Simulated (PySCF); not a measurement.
# Si₃PH₉: electronic excitations and core binding energies

Aim: predict the electronic excitations and core binding energies of Si₃PH₉ (`[SiH3]P([SiH3])[SiH3]`).

Programs: PySCF 2.14.0, with density-fitted response routines of our own. Each step states its level of theory. These are calculated values for one molecule in the gas phase, unless marked as measured. Atoms count from 0, in the outputs and in this text.

## 1. The molecule as given

13 atoms, charge 0, multiplicity 1; geometry from: GFN2-xTB.

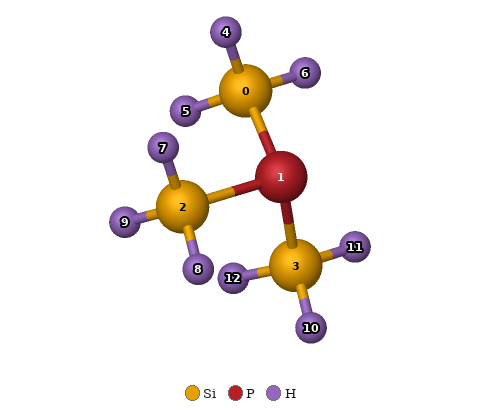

As it starts; silicon amber, phosphorus red, hydrogen purple, atoms numbered; sticks join atoms by distance.

## 2. Ultraviolet spectrum: CAM-B3LYP/def2-SVPD

What the job is given:

```
{"job": {"kind": "uv", "xc": "CAM-B3LYP", "basis": "def2-SVPD", "nstates": 8, "ntriplets": 3}, "charge": 0, "multiplicity": 1}
Si    -0.671970     1.766937    -0.563951
P      0.240310    -0.233725    -0.887914
Si     1.928357    -0.220471     0.557566
Si    -1.219317    -1.583741     0.105421
H      0.297337     2.753134    -1.034811
H     -0.989085     2.022638     0.844507
H     -1.898580     1.803178    -1.356098
H      2.884772     0.775302     0.080291
H      2.504784    -1.562741     0.544657
H      1.505281     0.118891     1.919846
H     -0.630898    -2.920752     0.095202
H     -2.445502    -1.533709    -0.687052
H     -1.509878    -1.184455     1.486015
```

Level: TDDFT CAM-B3LYP/def2-SVPD, vertical, gas phase, core orbitals frozen in the response.

Log:

```text
coarse grid: 12080 points
cycle   1  E = -1214.7123083417  dE = -1.393e-01  |g| = 2.094e-01  |ddm| = 3.892e+00
cycle   2  E = -1214.7251081278  dE = -1.280e-02  |g| = 1.116e-01  |ddm| = 6.324e-01
cycle   3  E = -1214.7293716840  dE = -4.264e-03  |g| = 2.903e-02  |ddm| = 3.051e-01
cycle   4  E = -1214.7297099813  dE = -3.383e-04  |g| = 6.698e-03  |ddm| = 9.894e-02
cycle   5  E = -1214.7297287097  dE = -1.873e-05  |g| = 1.238e-03  |ddm| = 1.994e-02
cycle   6  E = -1214.7297294970  dE = -7.874e-07  |g| = 4.146e-04  |ddm| = 4.193e-03
final grid: 96056 points
cycle   7  E = -1214.8770074288  dE = -4.503e-06  |g| = 4.598e-04  |ddm| = 3.013e-02
cycle   8  E = -1214.8770075328  dE = -1.040e-07  |g| = 1.592e-04  |ddm| = 3.502e-03
cycle   9  E = -1214.8770075425  dE = -9.712e-09  |g| = 4.139e-05  |ddm| = 5.817e-04
cycle  10  E = -1214.8770075435  dE = -1.001e-09  |g| = 1.487e-05  |ddm| = 1.741e-04
cycle  11  E = -1214.8770075436  dE = -1.069e-10  |g| = 4.598e-06  |ddm| = 4.251e-05
converged SCF energy = -1214.8770075436

Static polarisability (au): isotropic 111.669, principal 94.178 120.409 120.419

Singlet excitations
state   eV       nm        f      main configurations
  1   5.9414    208.7   0.03262   H->L 0.97
  2   6.0232    205.8   0.00226   H->L+5 0.50, H->L+2 0.30
  3   6.0253    205.8   0.00222   H->L+4 0.51, H->L+1 0.29
  4   6.3543    195.1   0.06865   H->L+1 0.52, H->L+4 0.35
  5   6.3570    195.0   0.06856   H->L+2 0.50, H->L+5 0.36
  6   6.7678    183.2   0.00380   H->L+3 0.92
  7   7.4853    165.6   0.00151   H->L+6 0.91
  8   7.6252    162.6   0.00001   H->L+7 0.78

Triplet excitations (Tamm-Dancoff, eV): 5.4932 5.4947 5.6282
```

Run time: 19 s. Hardware: 1 thread, shared host.

Frontier orbitals and where they lie:

| orbital | eV | atoms |
| --- | --- | --- |
| HOMO−3 | -11.32 | Si2 16 %, Si0 16 %, Si3 16 % |
| HOMO−2 | -9.91 | P1 34 %, Si3 22 %, Si0 11 % |
| HOMO−1 | -9.90 | P1 34 %, Si2 20 %, Si0 17 % |
| HOMO | -8.21 | P1 62 %, Si2 9 %, Si0 9 % |
| LUMO | 0.79 | Si3 16 %, Si0 16 %, Si2 16 % |
| LUMO+1 | 1.04 | Si3 28 %, P1 20 %, Si0 15 % |
| LUMO+2 | 1.04 | Si2 26 %, P1 20 %, Si0 17 % |

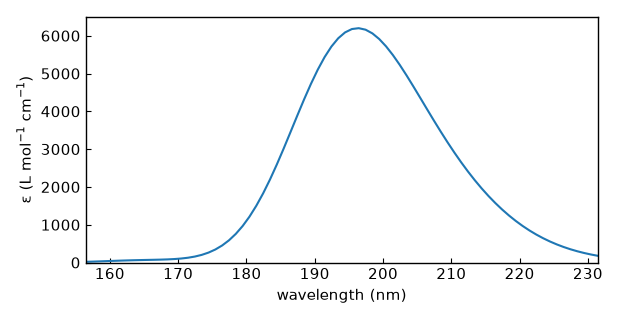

Absorption spectrum: each of the 8 states is a Gaussian band of 0.4 eV half-width at 1/e. Beyond the last state computed it falls off for lack of states.

Ground-state properties from the same run:

| property | computed |
| --- | --- |
| dipole moment (D) | 0.64 |
| polarisability (Å³) | 16.55 |
| HOMO–LUMO gap (eV) | 9.00 |
| −ε(HOMO) (eV) | 8.21 |

## 3. Core holes by ΔSCF: SCAN, X2C

Settings changed since step 2:

```diff
@@ -1,2 +1,2 @@
-{"job": {"kind": "uv", "xc": "CAM-B3LYP", "basis": "def2-SVPD", "nstates": 8, "ntriplets": 3}, "charge": 0, "multiplicity": 1}
+{"job": {"kind": "xps"}, "charge": 0, "multiplicity": 1}
 Si    -0.671970     1.766937    -0.563951
```

Level: delta-SCF UKS SCAN, pcX-2 on the ionised atom, pcseg-1 elsewhere, spin-free X2C.

Log:

```text
ground state, core basis on atom 0 (Si), 159 functions
  cycle   1  E = -1217.68502875  |g| = 2.31e-01
  cycle   2  E = -1217.67780958  |g| = 2.60e-01
  cycle   3  E = -1217.70240916  |g| = 5.27e-02
  cycle   4  E = -1217.70353843  |g| = 9.45e-03
  cycle   5  E = -1217.70357648  |g| = 1.93e-03
  cycle   6  E = -1217.70357812  |g| = 6.05e-04
  cycle   7  E = -1217.70357600  |g| = 2.70e-04
  E(ground) = -1217.77676597 Eh
hole in Si 1s of atom 0
  cycle   1  E = -1148.77057033  |g| = 4.35e+00
  cycle   2  E = -1148.56361601  |g| = 2.23e+00
  cycle   3  E = -1149.16543282  |g| = 9.22e-01
  cycle   4  E = -1149.73023155  |g| = 3.76e-01
  cycle   5  E = -1149.83537326  |g| = 1.02e-01
  cycle   6  E = -1149.84128804  |g| = 4.97e-02
  cycle   7  E = -1149.84306851  |g| = 1.52e-02
  cycle   8  E = -1149.84323011  |g| = 2.41e-03
  cycle   9  E = -1149.84323666  |g| = 8.97e-04
  cycle  10  E = -1149.84323529  |g| = 2.91e-04
  E(ion) = -1149.92399179 Eh   <S^2> = 0.7526   hole on atom = 1.000   binding energy = 1846.368 eV
hole in Si 2p of atom 0
  cycle   1  E = -1213.42752944  |g| = 1.23e+00
  cycle   2  E = -1213.06607943  |g| = 1.23e+00
  cycle   3  E = -1213.65803597  |g| = 3.57e-01
  cycle   4  E = -1213.75276944  |g| = 1.24e-01
  cycle   5  E = -1213.76341152  |g| = 4.40e-02
  cycle   6  E = -1213.76479112  |g| = 1.35e-02
  cycle   7  E = -1213.76491980  |g| = 3.49e-03
  cycle   8  E = -1213.76492844  |g| = 8.26e-04
  cycle   9  E = -1213.76492862  |g| = 4.76e-04
  E(ion) = -1213.84914291 Eh   <S^2> = 0.7535   hole on atom = 1.002   binding energy = 106.876 eV
  2p3/2 = 106.656 eV   2p1/2 = 107.279 eV
ground state, core basis on atom 1 (P), 159 functions
  cycle   1  E = -1217.72311666  |g| = 3.40e-01
  cycle   2  E = -1217.72275584  |g| = 5.07e-02
  cycle   3  E = -1217.72180482  |g| = 7.51e-02
  cycle   4  E = -1217.72366751  |g| = 4.11e-03
  cycle   5  E = -1217.72367195  |g| = 1.35e-03
  cycle   6  E = -1217.72367014  |g| = 2.61e-04
  E(ground) = -1217.80857332 Eh
hole in P 1s of atom 1
  cycle   1  E = -1137.58076018  |g| = 4.72e+00
  cycle   2  E = -1137.59383141  |g| = 2.24e+00
  cycle   3  E = -1137.92983816  |g| = 1.08e+00
  cycle   4  E = -1138.67517061  |g| = 3.50e-01
  cycle   5  E = -1138.75631859  |g| = 6.52e-02
  cycle   6  E = -1138.75770430  |g| = 3.22e-02
  cycle   7  E = -1138.75828434  |g| = 7.94e-03
  cycle   8  E = -1138.75832075  |g| = 1.21e-03
  cycle   9  E = -1138.75832385  |g| = 3.32e-04
  E(ion) = -1138.84353071 Eh   <S^2> = 0.7520   hole on atom = 1.000   binding energy = 2148.748 eV
hole in P 2p of atom 1
  cycle   1  E = -1212.31497978  |g| = 1.40e+00
  cycle   2  E = -1212.01962328  |g| = 1.34e+00
  cycle   3  E = -1212.65836221  |g| = 3.11e-01
  cycle   4  E = -1212.72362667  |g| = 1.03e-01
  cycle   5  E = -1212.73083582  |g| = 1.92e-02
  cycle   6  E = -1212.73095963  |g| = 1.33e-02
  cycle   7  E = -1212.73106593  |g| = 1.28e-03
  cycle   8  E = -1212.73106858  |g| = 6.39e-04
  cycle   9  E = -1212.73107102  |g| = 1.86e-04
  E(ion) = -1212.82586847 Eh   <S^2> = 0.7535   hole on atom = 1.002   binding energy = 135.586 eV
  2p3/2 = 135.339 eV   2p1/2 = 136.228 eV
```

It took 26 s on 1 thread, shared host.

Binding energies by hole, beside the orbital energy of the ground state; the difference holds orbital relaxation and, for a density functional, its self-interaction error:

| hole | stands for | environment | ΔSCF (eV; 2p as the shell's mean) | −ε (eV) | ⟨S²⟩ |
| --- | --- | --- | --- | --- | --- |
| Si1s on Si0 | Si0, Si2, Si3 | silicon bonded to P, 3 H | 1846.37 | 1793.6 | 0.753 |
| Si2p on Si0 | Si0, Si2, Si3 | silicon bonded to P, 3 H | 106.86 | 96.4 | 0.753 |
| P1s on P1 | P1 | phosphorus bonded to 3 Si | 2148.75 | 2092.3 | 0.752 |
| P2p on P1 | P1 | phosphorus bonded to 3 Si | 135.64 | 125.3 | 0.753 |

Each hole run stands for the others of its class of like atoms.

With the spin-orbit splitting: Si0 2p3/2 106.66, 2p1/2 107.28 eV; P1 2p3/2 135.34, 2p1/2 136.23 eV. The table gives each 2p level as the mean over the whole 2p shell (two parts 2p3/2, one part 2p1/2), which differs a little from the single hole in the log.

## 4. Outcome

```
                                quantity                        value
    lowest singlet (CAM-B3LYP/def2-SVPD)  5.94 eV (209 nm), f = 0.033
brightest single state of those computed  state 4, 6.35 eV, f = 0.069
                          lowest triplet                      5.49 eV
       Si1s binding energies, SCAN/pcX-2               Si0 1846.37 eV
       Si2p binding energies, SCAN/pcX-2                Si0 106.86 eV
        P1s binding energies, SCAN/pcX-2                P1 2148.75 eV
        P2p binding energies, SCAN/pcX-2                 P1 135.64 eV
```

The first singlet state (HOMO→LUMO 0.97) lies at 5.94 eV and is weak; of the 8 states computed, the strongest absorption comes from states 4 to 5 together at 6.35 eV. The lowest triplet lies 0.45 eV below the lowest singlet (triplets in Tamm-Dancoff, singlets in full TDDFT).
